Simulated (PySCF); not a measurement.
**C$_{4}$H$_{8}$O$_{2}$Si: density, localisation and related maps**

```xyz
15

C    -2.5664   -0.1891   -0.2818
C    -1.7575   -0.9294    0.4533
O    -0.4104   -0.9193    0.4134
Si    0.6846   -0.0492   -0.4327
C     2.3361   -0.6280    0.2874
C     0.4103    1.8199   -0.0481
O     0.7665    2.7385   -0.7416
H    -2.1860    0.5117   -1.0048
H    -3.6316   -0.2685   -0.1779
H    -2.1273   -1.6387    1.1846
H     0.5629   -0.2420   -1.8778
H     2.3446   -0.5733    1.3728
H     3.1513   -0.0164   -0.0838
H     2.5393   -1.6573    0.0079
H    -0.1207    2.0490    0.9071
```

Geometry: GFN2-xTB.

The calculation used PBE0/pcSseg-1, SCF density, gas phase, non-relativistic in PySCF 2.14.0.

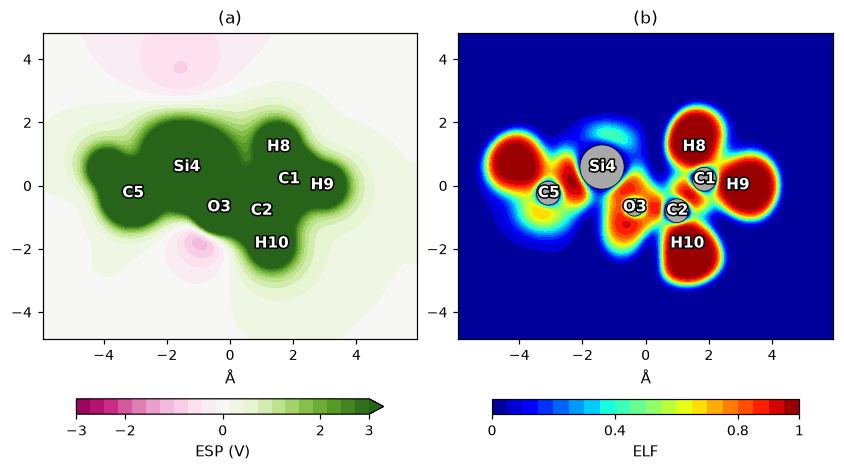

Figure 1. (a) molecular electrostatic potential; (b) electron localisation function on the plane of atoms C1, C2 and O3. Grey discs cover the atomic cores in the ELF map.

### Describe what can be read from this map.

The section cuts through C, O, Si and H sites. C–C (1.32 Å): the ELF peaks at about 0.90 between the atoms (a short, multiple covalent bond). Si–O (1.63 Å): the ELF peaks at about 0.85 between the atoms: a shared but strongly polarised pair. C–Si (1.89 Å): the ELF peaks at about 0.95 between the atoms: a shared electron pair. C–H (1.07 Å): the ELF climbs to about 1 towards the hydrogen, as it does in any bond to H: a covalent bond by its length. C–O (1.35 Å): the ELF peaks at about 0.90 between the atoms: a polar covalent bond. The ELF also peaks beside O3, away from the bonds: lone-pair regions. Outside the dense part of the molecule the potential is most negative (−1.2 V) near O3.

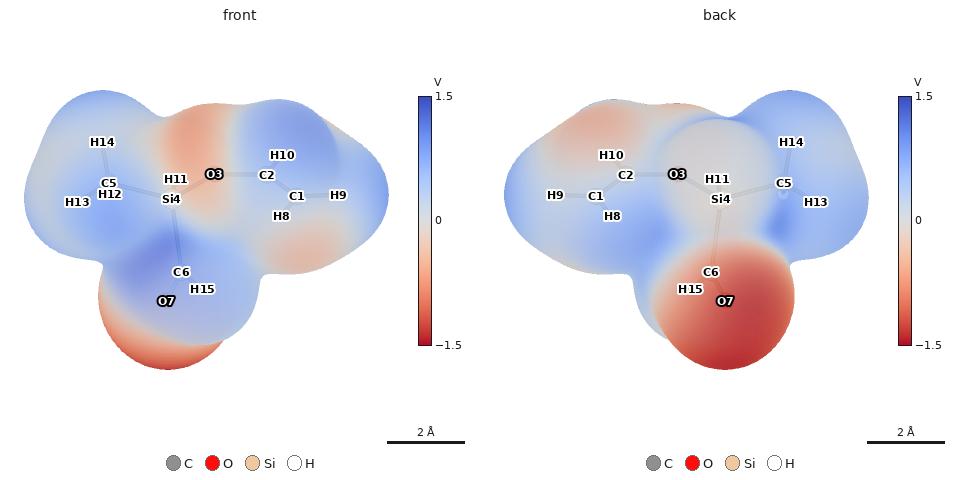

Figure 2. The electrostatic potential painted on the density surface at 0.001 e/bohr³, seen from the front and from behind; red is negative and blue positive.

### Describe the electrostatic potential map.

The most negative region (about −1.4 V) lies over O7, the most positive (about +1.0 V) over Si4 and C6. O7 is the likeliest acceptor of a hydrogen bond.

### What dipole moment does the calculation give?

Its dipole moment is 2.28 D.
